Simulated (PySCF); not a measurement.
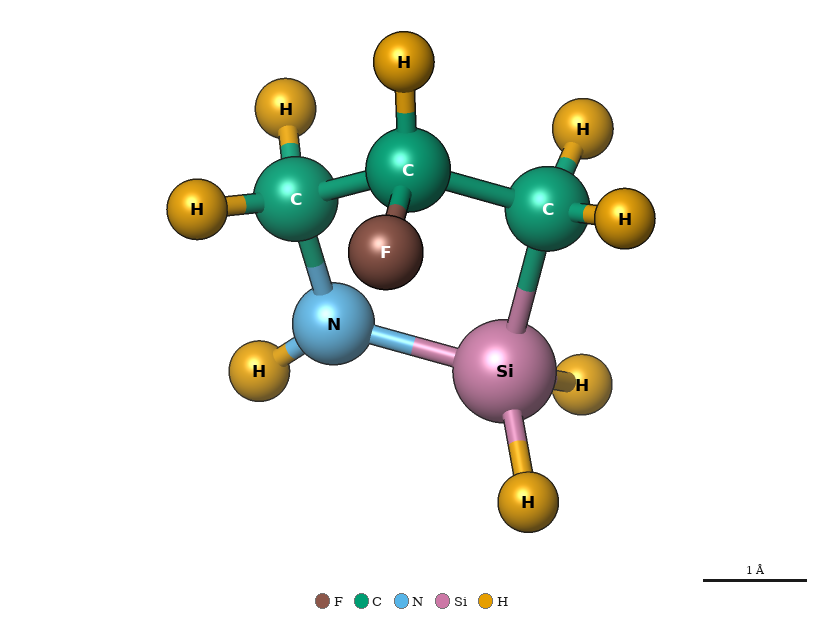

Every bond is drawn as one stick, whatever its order.

What is the molecular formula?

C3H8FNSi, 14 atoms: 3 carbon, 8 hydrogen, 1 fluorine, 1 nitrogen and 1 silicon.

Name some functional groups or characteristic bonds that it holds.

Among them: C–F bond, Si–H bond, Si–N bond.

Does it have rings?

Independent rings (smallest set): 1 of 5 members.

What is the point group of this geometry?

C1.

Write the SMILES.

F[C@@H]1CN[SiH2]C1

More results for the same structure follow; atom numbers are the same in all pictures, views and colours differ. The geometry was computed by an optimisation with PBE0-D3(BJ)/def2-SVP. No frequency run is at hand to confirm it as a minimum.

Geometry

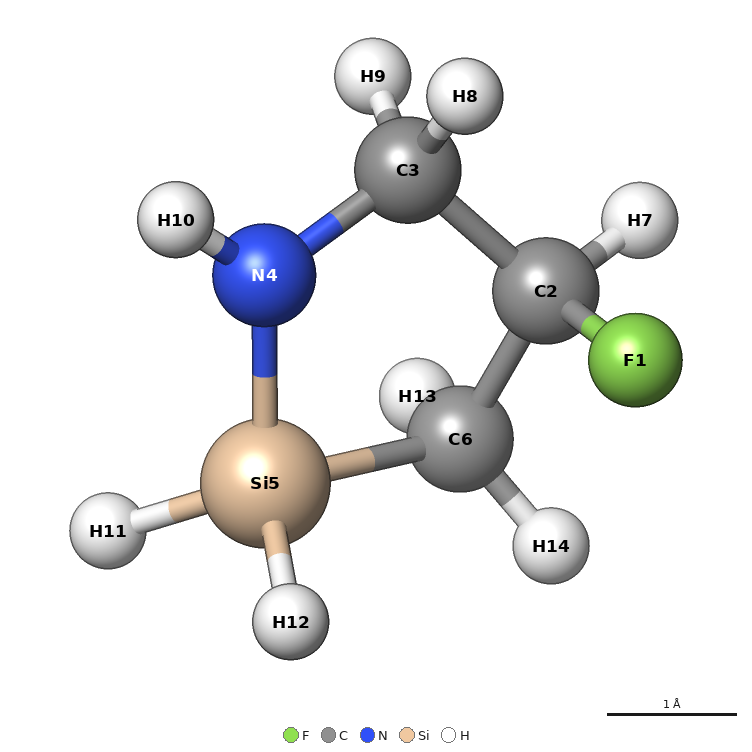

No frequency run is at hand to confirm it as a minimum.

Which atoms are bonded, and how long are the bonds?

| bond | length (Å) | order |
| --- | --- | --- |
| F1–C2 | 1.385 | single |
| C2–C3 | 1.525 | single |
| C2–C6 | 1.524 | single |
| C2–H7 | 1.104 | single |
| C3–N4 | 1.447 | single |
| C3–H8 | 1.104 | single |
| C3–H9 | 1.110 | single |
| N4–Si5 | 1.733 | single |
| N4–H10 | 1.010 | single |
| Si5–C6 | 1.893 | single |
| Si5–H11 | 1.498 | single |
| Si5–H12 | 1.497 | single |
| C6–H13 | 1.102 | single |
| C6–H14 | 1.099 | single |

Ring current

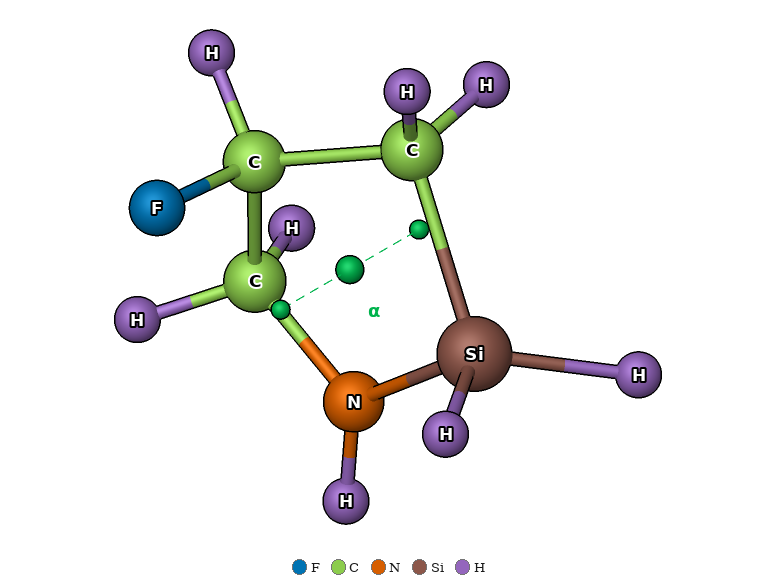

The small points mark where nucleus-independent chemical shifts (NICS) were computed: at the centre of each lettered ring and 1 Å above and below it. No frequency run is at hand to confirm it as a minimum. Method: GIAO mPW1PW91/pcSseg-1 NMR shielding, non-relativistic, gas phase (PySCF 2.14.0).

Give NICS(0), NICS(1) and the out-of-plane component NICS(1)zz for each ring (means of the two sides).

```tsv
ring	members	NICS(0)	NICS(1)	NICS(1)zz
α	C3NSi	−5.4	−3.0	−3.5
```

Values in ppm.

What do the values say about the ring currents?

Ring α: weak, as in a non-aromatic ring. NICS is one index among several.

Levels of theory compared

No frequency run is at hand to confirm it as a minimum. Program: PySCF 2.14.0.

Tabulate HOMO energy (eV) at these levels: CAM-B3LYP/pcSseg-1; PBE0/6-311+G(2d,p); PBE0/6-31G; PBE0/6-31G*; PBE0/aug-cc-pVDZ; PBE0/def2-SVP; PBE0/def2-TZVP; PBE0/pcSseg-0; PBE0/pcSseg-1; mPW1PW91/pcSseg-1; ωB97X-D/pcSseg-1.

| level | HOMO energy (eV) |
| --- | --- |
| CAM-B3LYP/pcSseg-1 | −8.04 |
| PBE0/6-311+G(2d,p) | −6.70 |
| PBE0/6-31G | −6.26 |
| PBE0/6-31G* | −6.40 |
| PBE0/aug-cc-pVDZ | −6.65 |
| PBE0/def2-SVP | −6.55 |
| PBE0/def2-TZVP | −6.68 |
| PBE0/pcSseg-0 | −6.43 |
| PBE0/pcSseg-1 | −6.65 |
| mPW1PW91/pcSseg-1 | −6.69 |
| ωB97X-D/pcSseg-1 | −8.55 |

Core levels

No frequency run is at hand to confirm it as a minimum. Level of theory: delta-SCF UKS B3LYP, pcX-2 on the ionised atom, pcseg-1 elsewhere, spin-free X2C (PySCF 2.14.0).

Give the core-electron binding energies (to vacuum; p and d levels without spin–orbit splitting) of F1 1s, C2 1s, C3 1s, N4 1s, Si5 1s, Si5 2p, C6 1s.

```json
{"atom": "F1", "level": "1s", "binding energy (eV)": "691.7"}
{"atom": "C2", "level": "1s", "binding energy (eV)": "293.0"}
{"atom": "C3", "level": "1s", "binding energy (eV)": "291.7"}
{"atom": "N4", "level": "1s", "binding energy (eV)": "404.2"}
{"atom": "Si5", "level": "1s", "binding energy (eV)": "1845.2"}
{"atom": "Si5", "level": "2p", "binding energy (eV)": "106.9"}
{"atom": "C6", "level": "1s", "binding energy (eV)": "290.3"}
```
